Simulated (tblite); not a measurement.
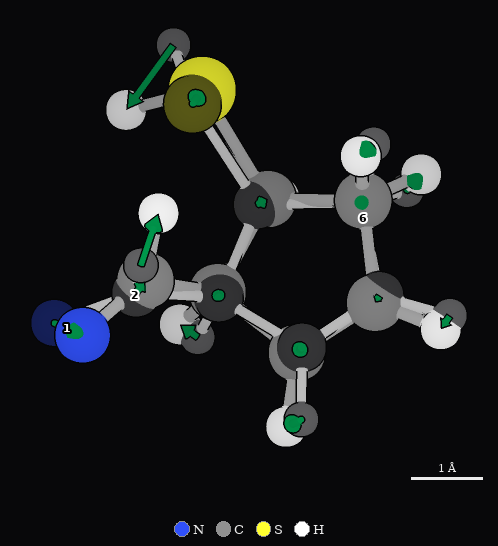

This is a relaxation of C$_{6}$H$_{8}$NS (multiplicity 2). The starting structure is drawn faded, the final one solid; green arrows show the displacements, at their true length. The two geometries are superimposed by the best rigid fit.

The picture is a ball-and-stick view, seen at a tilt.

Computed with GFN2-xTB geometry optimisation, gas phase (tblite 0.8.0). 

Describe the change and its energy.

The largest move after the best rigid fit is that of an H atom, 1.13 Å. Largest moves by element: H 1.13 Å, N 0.96 Å, S 0.45 Å, C 0.31 Å. Among the contacts that change: C–N 1.317 → 1.212 Å, C–C 1.463 → 1.542 Å, H–S 1.409 → 1.332 Å, C–C 1.490 → 1.539 Å. Bond angles that change, for instance: C–C–H 121.7° → 110.1°, C–S–H 105.7° → 96.3°, N–C–C 117.8° → 126.7°. Groups turn about C–S by about 70°, C–C by about 45°. After 179 geometry steps the energy has fallen by 0.909 eV.
